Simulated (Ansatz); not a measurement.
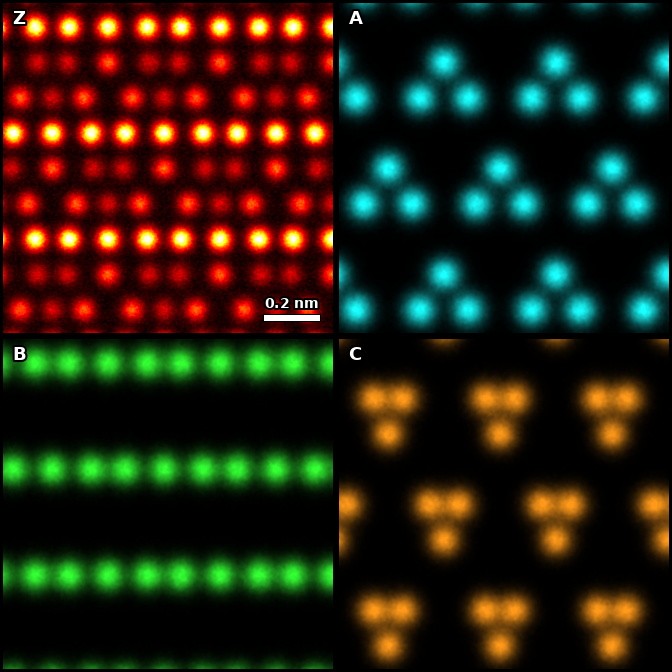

AgGeAu (P-6m2, No. 187) along [101]. Panel Z: Simulated incoherent Z contrast: every atom adds Z^1.7 spread by a probe of 0.58 Å full width; channelling and multiple scattering are left out. The display is stretched by a gamma of 0.8; percentages refer to the linear signal. Shot noise was added. The other panels are simulated element maps (the number of atoms of one element along the beam, blurred by 0.9 Å, with counting noise; each on its own scale, no channelling). Atomic positions: coordinates from a relaxation with Ansatz, DFT, PAW plane waves, pbe; the starting structure was generated, so it need not be a known form of this composition.

```
CELL_PARAMETERS angstrom
4.44802 0.00000 0.00000
-2.22401 3.85210 0.00000
0.00000 0.00000 10.09252
ATOMIC_POSITIONS crystal
Ag 0.66667 0.33333 0.21632
Ag 0.66667 0.33333 0.78368
Ge 0.66667 0.33333 0.50000
Au 0.00000 0.00000 0.34780
Au 0.00000 0.00000 0.65220
Au 0.00000 0.00000 0.00000
Ag 0.33333 0.66667 0.50000
Ge 0.33333 0.66667 0.13246
Ge 0.33333 0.66667 0.86754
```

Q: Which element does each lettered map show?

A: Ag, B: Au, C: Ge. The projected cell (4.07 × 4.36 Å, 118°) holds 9 columns: 3 of Ag, 3 of Ge and 3 of Au. No column is shared by two of the mapped elements.
